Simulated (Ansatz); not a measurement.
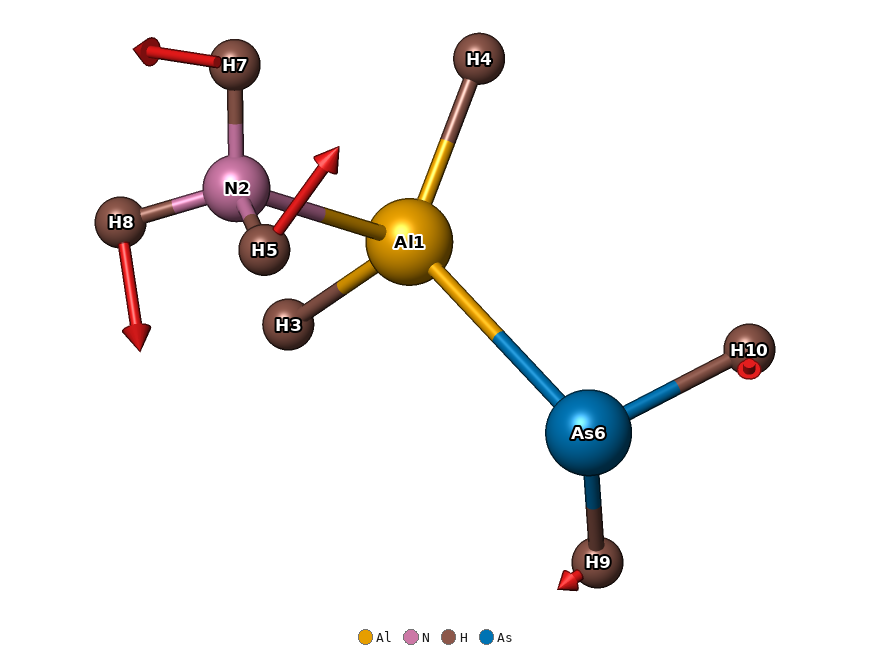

The arrows show one normal mode. Harmonic vibrations computed with RKS PBE0-D4/def2-TZVP (Ansatz 0.2.0) at a stationary point of the same level. It is a saddle point of order 1.

Question: Describe the motion.

Answer: A torsion or out-of-plane motion in which bond lengths and bond angles hardly change.

Question: Estimate its harmonic wavenumber.

Answer: 95i cm⁻¹; it is mode 1 of 24 counted from the lowest.
